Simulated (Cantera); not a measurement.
Feed: 1 mol CHF₃, 0.21 mol HCl, held at 1848 K.

Method: chemical equilibrium by Gibbs-energy minimisation in Cantera with the NASA 1993 tables (ideal gas, pure condensed phases). Candidate condensed phases: C, C₆H₆, C₇H₈, C₈H₁₈; 118 gas species. Gases not in the tables: C₂F₆ and larger saturated fluorocarbons. Rates play no part.

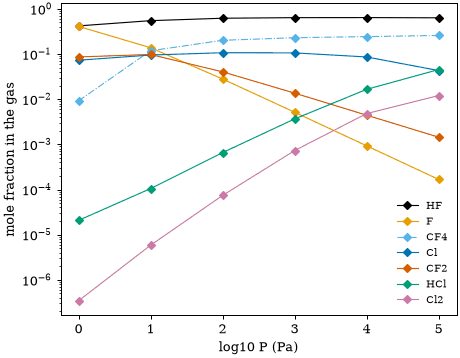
Figure. Equilibrium gas composition (values under 1e-9 drawn at 1e-9)

### Question
Read off the mole fractions at 750 Torr.

### Answer
HF about 0.63, CF₄ about 0.26, HCl about 0.045, Cl about 0.043, Cl₂ about 0.012, CF₂ about 0.0014, F about 0.00017.
